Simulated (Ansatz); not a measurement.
# Zr (P6_3/mmc, 2 atoms in the cell): zone-centre modes under pressure, part 2 of 2

Aim: how do the optical modes of Zr (P6_3/mmc, 2 atoms in the cell) move with volume?

Ansatz 0.2.0; DFT PBEsol, scalar-relativistic, plane waves, PAW; PAW set soft_1.

So far. Step 3 (Tight relaxation): The forces vanish by symmetry and the pressure is 0.000 GPa, within the tolerances set. The cell now holds 22.46 Å³/atom.

## 4. Zone-centre response at rest

Phonons follow from the second derivative of the energy, found here by linear response.

The modes at rest are the reference of the series.

The input, input.yaml:

```yaml
crystal:
  lattice:
    - [3.1836934354, 0.0, 0.0]
    - [-1.5918467177, 2.7571593929, 0.0]
    - [0.0, 0.0, 5.117890686]
  atoms:
    - { symbol: Zr, position: [0.3333333333, 0.6666666667, 0.25] }
    - { symbol: Zr, position: [0.6666666667, 0.3333333333, 0.75] }
kpoints:
  mp_grid: { grid: [15, 15, 8] }
hamiltonian:
  xc: pbesol
  pseudopotentials: { kind: paw, azcp: { folder: soft_1 }, xc_functional: pbe }
scf:
  occupations: { method: methfessel_paxton, width: 0.2 }
output:
  eigenvalues: true
phonons:
  method: dfpt
```

Command:

```
> ansatz run input.yaml --threads 4 --pin off --max-ram 10240MiB --backend cpu --events-out ev --progress --plain --runs-dir out
```

Numbers of over 12 decimals in the logs are rounded to 6 here.

The log of the run:

```text
zone centre: on kpoints.mp_grid the ground state, and the responses unless they are solved on pairs of k-points, stand on 320 of the mesh's 1800 k-points, reduced under 4 symmetry operations, with k and −k counted as one. Each operation leaves every solved displacement unchanged or reverses it
[...]
Crystal: 2 atoms, lattice volume = 44.925 Å³
Basis set: ecut = 420 eV, 881 PW (Γ), exchange–correlation on 48×48×72 points (8 copies of the dense FFT grid, shifted against one another)
Bands: 16, of which v1, the nominal top of the filled ones, is band 12 counted from 1 (11 counted from 0)
Symmetry: 24 space group operations
k-points: 320 of 1800 (irreducible under 4 space group operations, time reversal used)
[...]
SCF iter   1: F=—  HF=-8257.514164 eV  |F-HF|=—  |Δ(HF+E_count)|=         —  Δρ=3.02e-2  dr2=5.20e-1  ethr=3.10e-3  ⟨swp⟩=5.1  Hψ=47083  notcnv=0
automatic band count: the SCF goes on with 20 bands, as 16 were too few: they end inside the smearing window of the response
[...]
SCF iter   2: F=—  HF=-8257.383669 eV  |F-HF|=—  |Δ(HF+E_count)|=   1.30e-1  S|Δr|=    0.00e0  Δρ=1.86e-2  dr2=1.93e-1  ethr=2.17e-3  ⟨swp⟩=1.8  Hψ=9831  notcnv=0  defer=110
[...]
SCF iter   9: F=-8257.315876 eV  HF=-8257.315876 eV  |F-HF|=1.82e-12  |Δ(HF+E_count)|=  1.82e-12  S|Δr|=    0.00e0  Δρ=2.59e-8  dr2=2.14e-13  ethr=1.00e-12  ⟨swp⟩=9.4  Hψ=25924  notcnv=0
SCF 1 converged in 9 iterations: F = -8257.315876 eV  dr2 = 2.14e-13
[...]
DFPT response loops at Γ: preconditioner auto → Kerker (q_TF=auto, 2.458 Å⁻¹) (partly filled bands, converged f_vac=0.000); β = 1.00, the filter's whole step (`scf.mixing.beta` (0.50) is not read by the response loops under this deck's `scf.mixing.preconditioner`; to damp them name `kerker` or `kerker_dos`, under which they read `scf.mixing.beta`, and type it under 1.00, their step now; both keys bind the ground state too); Broyden in place of MSR1
SCF converged after 9 iterations
[...]
Free energy (F): -8257.315876 eV
[...]
Internal energy: -8257.317930 eV  (E = F + TS)
E sigma→0 (E₀):  -8257.316389 eV
Entropy (-TS):   0.002055 eV (1.027 meV/atom)
Fermi energy:    14.451849 eV
[...]
--- Band table (eV; the first three rows and the last of 320) ---
  k-point 0: bands = [... 8 lower, 8.7040, 11.2923, 15.3096, 15.3096, 15.3742, 15.6829, 16.0178, 16.0178, ... 4 higher]
  k-point 1: bands = [... 8 lower, 8.8390, 11.2880, 15.2433, 15.2433, 15.2714, 15.4306, 15.9189, 15.9189, ... 4 higher]
  k-point 2: bands = [... 8 lower, 9.2246, 11.2232, 14.8932, 15.0008, 15.1463, 15.1463, 15.6841, 15.6841, ... 4 higher]
  k-point 319: bands = [... 8 lower, 12.0880, 12.0880, 13.7622, 13.7622, 14.4750, 14.4750, 16.3131, 16.3131, ... 4 higher]
--- Phonons (Γ-DFPT): 2 representative perturbations + reference, on 320 of 1800 k-points (Σ response iterations 6) ---
  k mesh reduced under 4 symmetry operations, with k and −k counted as one. Each operation leaves every solved displacement unchanged or reverses it
  ASR residual: 9.189e-6 → 0.000e0 eV/Å²; symmetrization residual: 5.759e-14 eV/Å²
  ASR residual per site (eV/Å²): 9.19e-6 9.19e-6
  Γ frequencies (cm⁻¹): 0.00 0.00 0.00 63.26 63.26 163.22
  non-analytic LO–TO correction: not included (Born effective charges unavailable; polar crystals: no LO–TO splitting at Γ)
```

The job ended after 29 s (4 threads of Arm Neoverse N1, shared host; peak memory 0.93 GiB).

Numbers from this step:

- sum-rule residual before enforcement: 9.19e-6 eV/Å²
- point group: 6/mmm
- highest optical mode at the zone centre (no LO-TO term): 163.2 cm⁻¹
- lowest optical zone-centre mode: 63.26 cm⁻¹

Patterns of degenerate modes are one choice out of their space. Modes at Γ:

```csv
mode,frequency (cm⁻¹),symmetry
1,0.0,acoustic
2,0.0,acoustic
3,0.0,acoustic
4,63.3,E2g
5,63.3,E2g
6,163.2,B1g
```

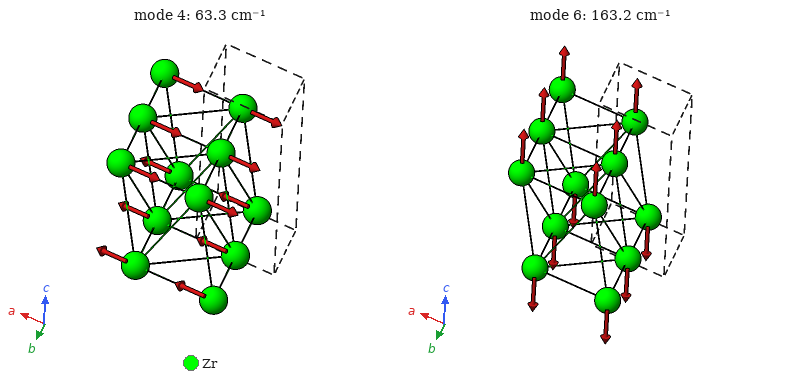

Displacement patterns of modes 4 and 6 at Γ; arrows are exaggerated. 2×3×1 cells are drawn.

Before it was imposed, the acoustic sum rule was missed by 9.2e-6 eV/Å². Small misses are needed for a sound result but don't prove that mesh and cutoff are converged. The lowest optical mode is real, 63.3 cm⁻¹.

## 5. Relaxation of a member: 1.06 times the volume at rest

The cell is set to 1.06 times the volume at rest, and shape and atoms relax at that volume.

input.yaml, the sections that differ from step 4:

```yaml
crystal:
  lattice:
    - [3.2509327172, 0.0, 0.0]
    - [-1.6254663586, 2.8153903191, 0.0]
    - [0.0, 0.0, 5.2028750014]
  atoms:
    - { symbol: Zr, position: [0.3333333333, 0.6666666667, 0.25] }
    - { symbol: Zr, position: [0.6666666667, 0.3333333333, 0.75] }
output:
  forces: true
  stress: true
  eigenvalues: true
relax:
  adjacent_minimum: "off"
  f_tol: 0.001
  max_steps: 60
  cell: { stress_tol: 0.01, fix: [volume] }
# kpoints, hamiltonian, scf: as in step 4
# phonons: removed
```

The log of the run:

```text
[...]
Crystal: 2 atoms, lattice volume = 47.620 Å³
Basis set: ecut = 420 eV, 941 PW (Γ), exchange–correlation on 48×48×72 points (8 copies of the dense FFT grid, shifted against one another)
Bands: 16, of which v1, the nominal top of the filled ones, is band 12 counted from 1 (11 counted from 0)
Symmetry: 24 space group operations
[...]
k-points: 135 of 1800
[...]
k-point 134: bands = [... 8 lower, 12.0732, 12.0732, 12.2438, 12.2438, 13.4460, 13.4460, 15.4749, 15.4749]
--- Relaxed structure (2 steps of the walk, 2 accepted, 1 SCFs on fresh bases) ---
[...]
cell:  # Å, volume = 47.6201 Å³
    - [3.252883, 0, 0.0]
    - [-1.626442, 2.817080, 0.0]
    - [0.0, 0.0, 5.196637]
  atoms:
    - { symbol: Zr, position: [0.333333, 0.666667, 0.25] }
    - { symbol: Zr, position: [0.666667, 0.333333, 0.75] }
[key lines of the parts left out:]
SCF converged after 5 iterations
Free energy (F): -8257.270138 eV
Fermi energy:    13.505646 eV
P = ⅓ Tr σ = -5.2221 GPa (-52.221 kbar)
```

Elapsed: 6.3 s, on 4 threads; peak memory 0.4 GiB; 24 s of CPU time.

Step by step:

```csv
step,energy less that of the first step (eV),largest force component (eV/Å),pressure (GPa),volume (Å³)
1,0.0000,0.0000,-5.23,47.62
2,0.0000,0.0000,-5.22,47.62
3*,0.0000,0.0000,-5.22,47.62
```

Relaxation steps marked * repeat the geometry before them on a plane-wave basis chosen anew for their cell, so energy and pressure can jump there.

Forces are held to the 24 operations that the run works with; a distortion that breaks them can't arise in this run.

```csv
"conventional cell, symmetrised",before,after,change
a (Å),3.251,3.253,+0.1 %
b (Å),3.251,3.253,+0.1 %
c (Å),5.203,5.197,-0.1 %
volume (Å³/atom),23.81,23.81,-0.0 %
```

The relaxed structure:

```xyz
2
Lattice="3.2529 0.0000 0.0000 -1.6264 2.8171 0.0000 0.0000 0.0000 5.1966" Properties=species:S:1:pos:R:3 pbc="T T T"
Zr    0.0000    1.8781    1.2992
Zr    1.6264    0.9390    3.8975
```

This step gave:

```yaml
pressure: -5.222 GPa
volume_per_atom: 23.81 Å³
```

The forces vanish by symmetry, at a pressure of -5.22 GPa.

## 6. Modes of this member: 1.06 times the volume at rest

The zone-centre modes follow for 1.06 times the volume at rest.

input.yaml, the sections that differ from step 5:

```yaml
crystal:
  lattice:
    - [3.252883422, 0.0, 0.0]
    - [-1.626441711, 2.817079679, 0.0]
    - [0.0, 0.0, 5.1966367021]
  atoms:
    - { symbol: Zr, position: [0.3333333333, 0.6666666667, 0.25] }
    - { symbol: Zr, position: [0.6666666667, 0.3333333333, 0.75] }
output:
  eigenvalues: true
phonons:
  method: dfpt
# kpoints, hamiltonian, scf: as in step 5
# relax: removed
```

The log of the run:

```text
[...]
Crystal: 2 atoms, lattice volume = 47.620 Å³
Basis set: ecut = 420 eV, 941 PW (Γ), exchange–correlation on 48×48×72 points (8 copies of the dense FFT grid, shifted against one another)
Bands: 16, of which v1, the nominal top of the filled ones, is band 12 counted from 1 (11 counted from 0)
Symmetry: 24 space group operations
k-points: 320 of 1800 (irreducible under 4 space group operations, time reversal used)
[...]
SCF iter   1: F=—  HF=-8257.485247 eV  |F-HF|=—  |Δ(HF+E_count)|=         —  Δρ=3.00e-2  dr2=5.67e-1  ethr=3.10e-3  ⟨swp⟩=5.1  Hψ=46777  notcnv=0
[...]
SCF iter   9: F=-8257.270138 eV  HF=-8257.270138 eV  |F-HF|=3.64e-12  |Δ(HF+E_count)|=    0.00e0  S|Δr|=    0.00e0  Δρ=2.97e-8  dr2=3.03e-13  ethr=1.00e-12  ⟨swp⟩=9.6  Hψ=25803  notcnv=0
SCF 1 converged in 9 iterations: F = -8257.270138 eV  dr2 = 3.03e-13
[...]
SCF converged after 9 iterations
[...]
Free energy (F): -8257.270138 eV
[...]
Internal energy: -8257.272582 eV  (E = F + TS)
E sigma→0 (E₀):  -8257.270749 eV
Entropy (-TS):   0.002443 eV (1.222 meV/atom)
Fermi energy:    13.505646 eV
[...]
--- Band table (eV; the first three rows and the last of 320) ---
  k-point 0: bands = [... 8 lower, 7.8586, 10.5050, 14.3442, 14.3442, 14.4589, 14.5636, 15.0104, 15.0104, ... 4 higher]
  k-point 1: bands = [... 8 lower, 7.9861, 10.4900, 14.2772, 14.2772, 14.3299, 14.3607, 14.9155, 14.9155, ... 4 higher]
  k-point 2: bands = [... 8 lower, 8.3520, 10.3913, 13.8483, 14.1001, 14.1802, 14.1802, 14.6906, 14.6906, ... 4 higher]
  k-point 319: bands = [... 8 lower, 11.2449, 11.2449, 12.8548, 12.8548, 13.5022, 13.5022, 15.2848, 15.2848, ... 4 higher]
[...]
ASR residual: 1.627e-5 → 0.000e0 eV/Å²; symmetrization residual: 1.131e-13 eV/Å²
  ASR residual per site (eV/Å²): 1.63e-5 1.63e-5
  Γ frequencies (cm⁻¹): 0.00 0.00 0.00 71.20 71.20 135.32
[...]
```

It took 30 s on 4 threads; peak memory 0.98 GiB; 1.9 min of CPU time.

Numbers from this step:

```yaml
sum_rule_residual_before_enforcement: 1.63e-5 eV/Å²
highest_optical_mode_at_the_zone_centre_no_lo_to_term: 135.3 cm⁻¹
lowest_optical_zone_centre_mode: 71.2 cm⁻¹
```

Patterns of degenerate modes are one choice out of their space. Modes at Γ:

```csv
mode,frequency (cm⁻¹),symmetry
1,0.0,acoustic
2,0.0,acoustic
3,0.0,acoustic
4,71.2,E2g
5,71.2,E2g
6,135.3,B1g
```

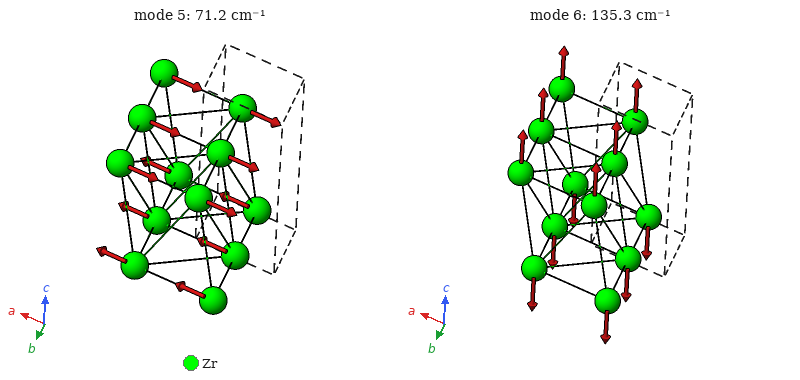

Displacement patterns of modes 5 and 6 at Γ; arrows are exaggerated. 2×3×1 cells are drawn.

The lowest optical mode is real, 71.2 cm⁻¹, and the highest lies at 135.3 cm⁻¹.

For the highest optical mode at the zone centre (no LO-TO term), step 4 gave 163 cm⁻¹; this run, with volume ratio 1.06, gives 135 cm⁻¹ (-17 %).

## 7. Relaxation of a member: 0.9 times the volume at rest

The cell is set to 0.9 times the volume at rest, and shape and atoms relax at that volume.

input.yaml, the sections that differ from step 6:

```yaml
crystal:
  lattice:
    - [3.0574692901, 0.0, 0.0]
    - [-1.5287346451, 2.6478460765, 0.0]
    - [0.0, 0.0, 4.9942674029]
  atoms:
    - { symbol: Zr, position: [0.3333333333, 0.6666666667, 0.25] }
    - { symbol: Zr, position: [0.6666666667, 0.3333333333, 0.75] }
output:
  forces: true
  stress: true
  eigenvalues: true
relax:
  adjacent_minimum: "off"
  f_tol: 0.001
  max_steps: 60
  cell: { stress_tol: 0.01, fix: [volume] }
# kpoints, hamiltonian, scf: as in step 6
# phonons: removed
```

The log of the run:

```text
[...]
Crystal: 2 atoms, lattice volume = 40.432 Å³
Basis set: ecut = 420 eV, 785 PW (Γ), exchange–correlation on 48×48×72 points (8 copies of the dense FFT grid, shifted against one another)
Bands: 16, of which v1, the nominal top of the filled ones, is band 12 counted from 1 (11 counted from 0)
Symmetry: 24 space group operations
[...]
k-points: 135 of 1800
[...]
k-point 134: bands = [... 8 lower, 14.5389, 14.5389, 14.8401, 14.8401, 16.4306, 16.4306, 18.4469, 18.4469]
--- Relaxed structure (3 steps of the walk, 3 accepted, 1 SCFs on fresh bases) ---
[...]
cell:  # Å, volume = 40.4321 Å³
    - [3.051766, 2.8813623987806773e-11, 0]
    - [-1.525883, 2.642907, 0]
    - [0, -1.7271843301386634e-19, 5.012953]
  atoms:
    - { symbol: Zr, position: [0.333333, 0.666667, 0.25] }
    - { symbol: Zr, position: [0.666667, 0.333333, 0.75] }
[key lines of the parts left out:]
SCF converged after 5 iterations
Free energy (F): -8257.159064 eV
Fermi energy:    16.276163 eV
P = ⅓ Tr σ = 11.9428 GPa (119.428 kbar)
```

Wall time 8 s (4 threads); peak memory 0.38 GiB; 30 s of CPU time.

The steps of the relaxation:

```csv
step,energy less that of the first step (eV),largest force component (eV/Å),pressure (GPa),volume (Å³)
1,0.0000,0.0000,12.03,40.43
2,-0.0002,0.0000,11.95,40.43
3,-0.0002,0.0000,11.94,40.43
4*,-0.0002,0.0000,11.94,40.43
```

Relaxation steps marked * repeat the geometry before them on a plane-wave basis chosen anew for their cell, so energy and pressure can jump there.

Forces are held to the 24 operations that the run works with; a distortion that breaks them can't arise in this run.

```csv
"conventional cell, symmetrised",before,after,change
a (Å),3.057,3.052,-0.2 %
b (Å),3.057,3.052,-0.2 %
c (Å),4.994,5.013,+0.4 %
volume (Å³/atom),20.22,20.22,-0.0 %
```

The relaxed structure:

```cif
data_structure
_symmetry_space_group_name_H-M 'P 1'
_symmetry_Int_Tables_number 1
_cell_length_a 3.0518
_cell_length_b 3.0518
_cell_length_c 5.0130
_cell_angle_alpha 90.000
_cell_angle_beta 90.000
_cell_angle_gamma 120.000
_cell_volume 40.43
loop_
_atom_site_label
_atom_site_type_symbol
_atom_site_fract_x
_atom_site_fract_y
_atom_site_fract_z
_atom_site_occupancy
Zr1 Zr 0.33333 0.66667 0.25000 1
Zr2 Zr 0.66667 0.33333 0.75000 1
```

Numbers from this step:

| Item | Value |
| --- | --- |
| pressure | 11.94 GPa |
| volume per atom | 20.22 Å³ |

The forces vanish by symmetry, at a pressure of 11.94 GPa.

## 8. Zone-centre modes of the member: 0.9 times the volume at rest

The zone-centre modes follow for 0.9 times the volume at rest.

input.yaml, the sections that differ from step 7:

```yaml
crystal:
  lattice:
    - [3.051765565, 0.0, 0.0]
    - [-1.5258827825, 2.6429065057, 0.0]
    - [0.0, 0.0, 5.0129533389]
  atoms:
    - { symbol: Zr, position: [0.3333333333, 0.6666666667, 0.25] }
    - { symbol: Zr, position: [0.6666666667, 0.3333333333, 0.75] }
output:
  eigenvalues: true
phonons:
  method: dfpt
# kpoints, hamiltonian, scf: as in step 7
# relax: removed
```

The log of the run:

```text
[...]
Crystal: 2 atoms, lattice volume = 40.432 Å³
Basis set: ecut = 420 eV, 785 PW (Γ), exchange–correlation on 48×48×72 points (8 copies of the dense FFT grid, shifted against one another)
Bands: 16, of which v1, the nominal top of the filled ones, is band 12 counted from 1 (11 counted from 0)
Symmetry: 24 space group operations
k-points: 320 of 1800 (irreducible under 4 space group operations, time reversal used)
[...]
k-point 2: bands = [... 8 lower, 10.9767, 12.8465, 16.6408, 16.9117, 17.0434, 17.0434, 17.6093, 17.6093, ... 4 higher]
  k-point 319: bands = [... 8 lower, 13.7159, 13.7159, 15.5066, 15.5066, 16.4109, 16.4109, 18.2953, 18.2953, ... 4 higher]
[...]
ASR residual: 5.928e-5 → 0.000e0 eV/Å²; symmetrization residual: 4.998e-14 eV/Å²
  ASR residual per site (eV/Å²): 5.93e-5 5.93e-5
  Γ frequencies (cm⁻¹): 0.00 0.00 0.00 43.88 43.88 213.53
[...]
[key lines of the parts left out:]
SCF converged after 8 iterations
Free energy (F): -8257.159064 eV
Fermi energy:    16.276163 eV
```

Elapsed: 27 s, on 4 threads; peak memory 0.88 GiB; 1.7 min of CPU time.

This step gave:

* sum-rule residual before enforcement: 5.93e-5 eV/Å²
* highest optical mode at the zone centre (no LO-TO term): 213.5 cm⁻¹
* lowest optical zone-centre mode: 43.88 cm⁻¹

Patterns of degenerate modes are one choice out of their space. Modes at Γ:

```csv
mode,frequency (cm⁻¹),symmetry
1,0.0,acoustic
2,0.0,acoustic
3,0.0,acoustic
4,43.9,E2g
5,43.9,E2g
6,213.5,B1g
```

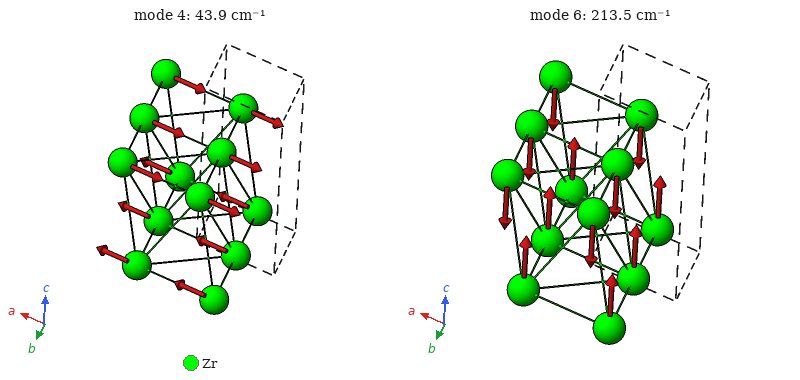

Displacement patterns of modes 4 and 6 at Γ; arrows are exaggerated. 2×3×1 cells are drawn.

The lowest optical mode is real, 43.9 cm⁻¹, and the highest lies at 213.5 cm⁻¹.

For the highest optical mode at the zone centre (no LO-TO term), step 4 gave 163 cm⁻¹; this run, with volume ratio 0.9, gives 214 cm⁻¹ (+31 %).

## 9. The series together

The members are set side by side, also those not shown above.

Each row is one cell with its response, relaxed at fixed volume as far as symmetry leaves anything free; energies are extrapolated to zero smearing, and E0 is that at rest; shape and atoms are relaxed in each cell where symmetry leaves them free; all runs use 15×15×8 k points and Methfessel-Paxton smearing of 0.2 eV. State of the crystal along the series:

```csv
volume ratio,V (Å³/atom),pressure (GPa),E - E0 (meV/atom),first cell vector (Å),third cell vector (Å)
0.9,20.22,11.94,78.42,3.052,5.013
0.92,20.66,9.171,48.89,3.08,5.031
0.94,21.11,6.613,26.82,3.107,5.05
0.96,21.56,4.244,11.63,3.134,5.07
0.98,22.01,2.042,2.843,3.159,5.093
0.99,22.24,1.002,0.7058,3.172,5.105
1,22.46,8.75e-6,0,3.184,5.118
1.02,22.91,-1.886,2.665,3.207,5.144
1.04,23.36,-3.624,10.41,3.23,5.17
1.06,23.81,-5.222,22.82,3.253,5.197
```

Each mode is tracked from rest by its pattern, and modes that stay within 0.3 cm⁻¹ of each other stand once; shape and atoms are relaxed in each cell where symmetry leaves them free; all runs use 15×15×8 k points and Methfessel-Paxton smearing of 0.2 eV. Optical modes along the series:

```csv
V (Å³/atom),mode 4 E2g (cm⁻¹),mode 6 B1g (cm⁻¹)
20.22,43.88,213.5
20.66,47.78,202.7
21.11,51.81,192.2
21.56,55.97,182.3
22.01,59.84,172.7
22.24,61.62,167.9
22.46,63.26,163.2
22.91,66.25,153.9
23.36,68.88,144.6
23.81,71.2,135.3
```

From cubic fits (parabolas where under five rows exist) of ln ω and P against ln V through the rows within about 4 % of rest: γ = −d ln ω / d ln V and dω/dP = γ ω / B. Slopes at rest:

```csv
mode,fitted frequency at rest (cm⁻¹),Grüneisen parameter γ,dω/dP (cm⁻¹/GPa)
mode 4 E2g,63.3,-2.52,-1.63
mode 6 B1g,163.2,2.88,4.78
```

## 10. Results

| Quantity | Value |
| --- | --- |
| members | 10 |
| highest optical mode at the zone centre (no LO-TO term), at rest | 163.2 cm⁻¹ |
| bulk modulus at rest | 98.1 GPa |
| mode 4 E2g, γ | -2.52 |
| mode 6 B1g, γ | 2.88 |

The series spans -5.2 to 11.9 GPa, and the slope at rest gives a bulk modulus of 98 GPa. Among the modes in the table of slopes γ runs from -2.52 (mode 4 E2g) to 2.88 (mode 6 B1g). A negative γ means that the mode softens under pressure. One k mesh and one cutoff serve the ground states and modes of all volumes. These are harmonic frequencies at zero temperature: anharmonic shifts, linewidths and thermal expansion are left out. With no gap, or one that is small against the smearing, the frequencies hang on the k mesh and the smearing, most of all near Kohn anomalies. The PAW files were made for PBE; the program adapts parts of them to the functional of the run, but their partial waves stay those of PBE, an approximation that was not tested in this session. Only the zone centre was solved, so an instability at another wavevector cannot show here.

[Logs are printed without paths, hosts, clocks, repeated set-up lines and the standing remarks that a program may print on its own settings, such as how far it seeks lower states.]

[Hosts, paths, dates, database ids (printed as entryN), source tags and the programs' standing remarks are cut or masked in the printed files.]
